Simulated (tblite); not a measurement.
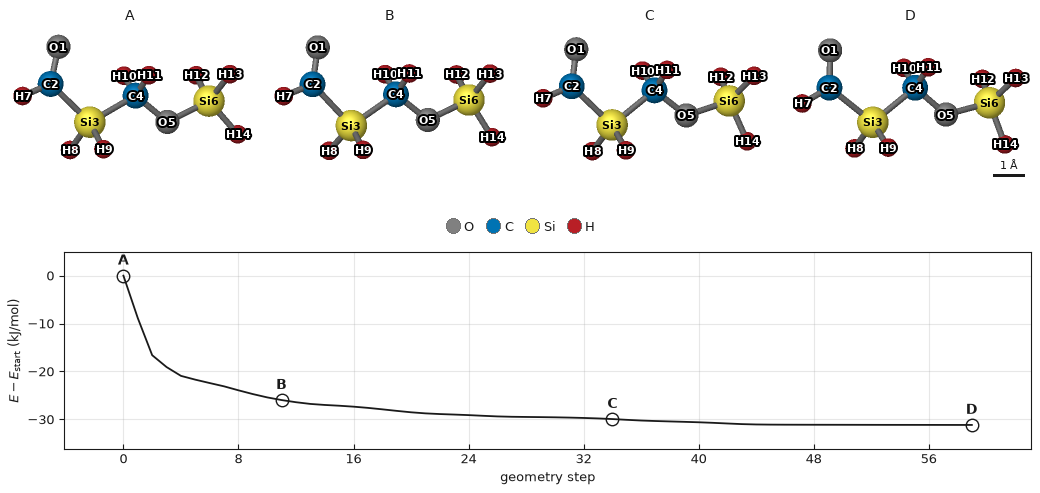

Frames of a relaxation of C2H8O2Si2, marked on the history of the run. Style: ball-and-stick. Shown at a tilt.

Level of theory: tblite, GFN2-xTB geometry optimisation, gas phase. 

> Describe the path.

Over 59 geometry steps the energy falls by 31.2 kJ/mol. H14 moves most after the best rigid fit: 0.57 Å. By element the largest moves are H 0.57 Å, O 0.32 Å, C 0.25 Å, Si 0.11 Å. Near-neighbour distances that change, for instance: C2–Si3 1.875 → 1.925 Å, Si6–H14 1.489 → 1.453 Å, O5–Si6 1.657 → 1.622 Å, Si3–H8 1.498 → 1.465 Å. Among the angles between lasting bonds that change: O5–Si6–H14 109.9° → 98.7°, Si3–C4–O5 116.2° → 106.3°, C4–O5–Si6 119.4° → 128.7°. The run took 0.6 s on 1 thread of Arm Neoverse N1 (shared host). From step 0 to 11: H14 moves most (0.23 Å), energy −26.0 kJ/mol. From step 11 to 34: H14 moves most (0.22 Å), energy −3.96 kJ/mol. From step 34 to 59: O1 moves most (0.23 Å), energy −1.23 kJ/mol.
